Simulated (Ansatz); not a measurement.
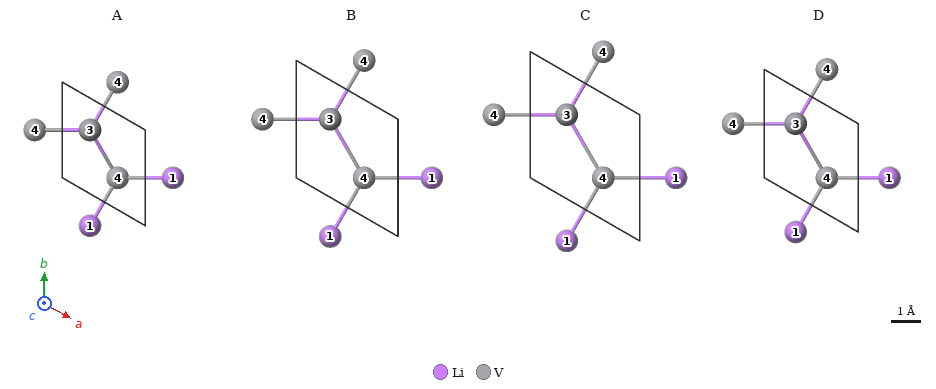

4 geometries from one relaxation of crystalline LiV (built on the wurtzite_186 type) (coarse preliminary run), in shuffled order. Style: ball-and-stick. Shown: the cell of the calculation, along the c axis.

Case: wurtzite type (P6_3mc, No. 186).

Computed with DFT PBE, scalar-relativistic, plane waves, PAW in Ansatz. (plane-wave cutoff 420 eV; k-point mesh 6 × 6 × 4; occupations gaussian; smearing width 0.1 eV; collinear spin; cell and atoms relaxed; force threshold 0.04 eV/Å; at most 70 steps)

> Put them in the order of the run, from the start to the converged end.

A, D, B, C. They are steps 0, 3, 5, 13, at +2.973 eV per cell of the calculation, +1.415 eV per cell of the calculation, +0.640 eV per cell of the calculation relative to the last. After 10 accepted moves (13 points after the start) the energy has fallen by 2.973 eV per cell of the calculation. Largest force component: 0.089 eV/Å at the start, 0.0077 eV/Å at the end. Pressure: 17.99 GPa at the start and 0.06 GPa at the end. At 3 points the geometry stayed and the basis and grid were re-selected for the new cell (energy shift of 0.251 eV per cell of the calculation at most each time). The largest moves relative to the cell, 0.31 Å, are those of Li and V atoms. Largest moves by element: Li 0.31 Å, V 0.31 Å. The drawn cell changes as follows: a = b 3.411 → 4.496 Å (+31.8 %), c 5.462 → 5.221 Å (−4.4 %); the volume changes by +66.1 %. Some distances before and after: Li–V 3.375 → 2.608 Å, Li–V 2.087 → 2.612 Å, Li–V 2.072 → 2.596 Å. New bonds form: Li–V (3.38 → 2.61 Å). Bond angles that change, for instance: V–Li–V 108.1° → 90.0°, Li–V–Li 108.1° → 90.0°, V–Li–V 110.8° → 120.0°. The space group (tolerance 0.01 Å) goes from P6_3mc (No. 186) to P6_3/mmc (No. 194). Cost: 96 s on 1 thread of Intel(R) Xeon(R) Platinum 8375C CPU @ 2.90GHz (Ice Lake), with other jobs on the host, peak memory 0.44 GiB.
